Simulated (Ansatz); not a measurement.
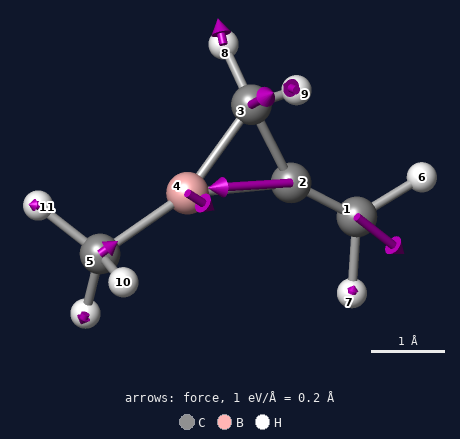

Starting geometry of C4H7B (coarse preliminary run) with the computed forces as purple arrows. The picture is a ball-and-stick view, seen at a tilt.

The start comes from a force field.

Level of theory: RKS PBE-D4/def2-SVP (Ansatz 0.2.0). Set-up: force threshold 0.03 eV/Å; at most 200 steps.

Q: What follows when this structure is relaxed?

A: It isn't relaxed: the largest force vector, on a C atom, is 6.77 eV/Å. The final displacements follow the starting forces only in part (cosine between the two patterns 0.49). The atom that moves furthest after the best rigid fit is a C atom (0.16 Å). Largest moves by element: C 0.16 Å, H 0.14 Å, B 0.12 Å. Some distances before and after: B–C 1.706 → 1.510 Å, C–C 1.266 → 1.344 Å, C–C 1.444 → 1.513 Å, C–H 1.176 → 1.111 Å. Among the angles between lasting bonds that change: C–C–B 70.4° → 58.7°, C–C–C 150.5° → 140.4°, C–B–C 156.4° → 147.8°. After 9 accepted moves (10 points after the start) the energy has fallen by 0.945 eV. The largest force component goes from 4.6 to 0.024 eV/Å. The line search rejected the trial step at point 7 of the run.
